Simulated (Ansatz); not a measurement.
Input

```
crystal:
  periodic: [false, false, false]
  atoms:
    - { symbol: Si, position_ang: [-0.288, -0.3168, 0.5657] }
    - { symbol: S, position_ang: [1.3428, -1.8192, -0.6442] }
    - { symbol: H, position_ang: [0.4428, -1.9993, 0.9039] }
    - { symbol: C, position_ang: [0.7294, 1.2821, 0.7018] }
    - { symbol: C, position_ang: [-1.6436, -0.1653, -0.7479] }
    - { symbol: H, position_ang: [2.372, -1.4008, 0.0769] }
    - { symbol: H, position_ang: [0.1545, 2.0663, 1.1886] }
    - { symbol: H, position_ang: [1.6309, 1.1259, 1.2881] }
    - { symbol: H, position_ang: [1.0312, 1.6471, -0.2798] }
    - { symbol: H, position_ang: [-2.5188, 0.3417, -0.35] }
    - { symbol: H, position_ang: [-1.2991, 0.3884, -1.6206] }
    - { symbol: H, position_ang: [-1.9542, -1.1501, -1.0825] }
basis:
  gaussian: { orbitals: def2-SVP }
hamiltonian:
  xc: b3lyp
relax:
  f_tol: 0.15
  max_steps: 25
  restrain:
    - { distance: [2, 1], at: 1.36, k: 30.0 }
    - { distance: [0, 1], at: 3.46, k: 30.0 }
    - { distance: [0, 2], at: 2.72, k: 30.0 }
output:
  orbitals: {}
```

Command:

```sh
ansatz run input.yaml --threads 2 --pin off --max-ram 3072MiB --backend cpu --events-out ev --progress --plain --runs-dir out
```

The fields are those of the run's last geometry, not of the input's.

Method: Ansatz 0.2.0, RKS B3LYP/def2-SVP.

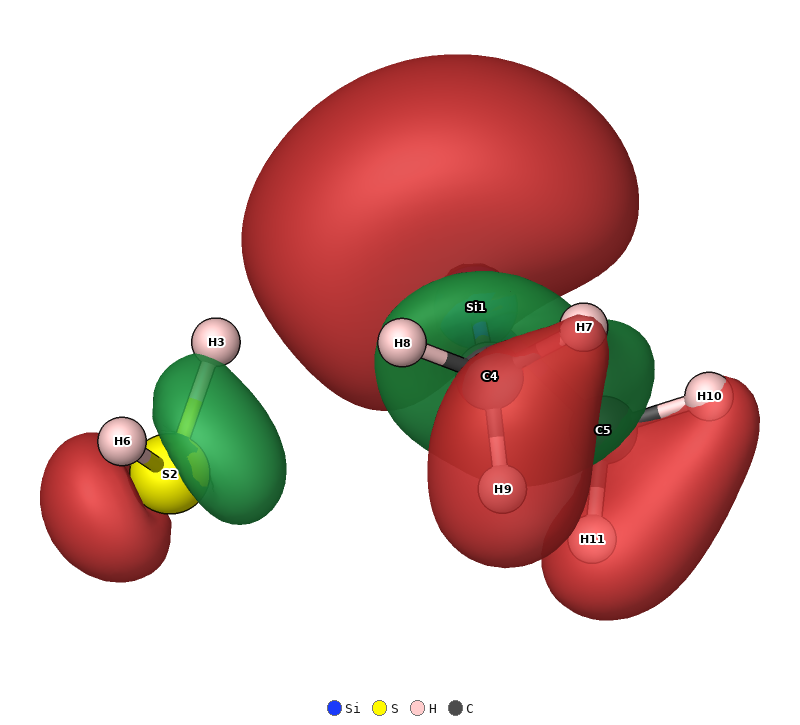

C2H6Si···H2S. One frontier orbital at ±0.06 Å⁻³ᐟ² (green and red are the two phases), seen from one side.

Q: Which orbital is it: HOMO or LUMO?

A: The HOMO, at −5.56 eV. By Hirshfeld shares it lies mainly on Si1 (about 65 %), C5 (about 10 %) and C4 (about 10 %).
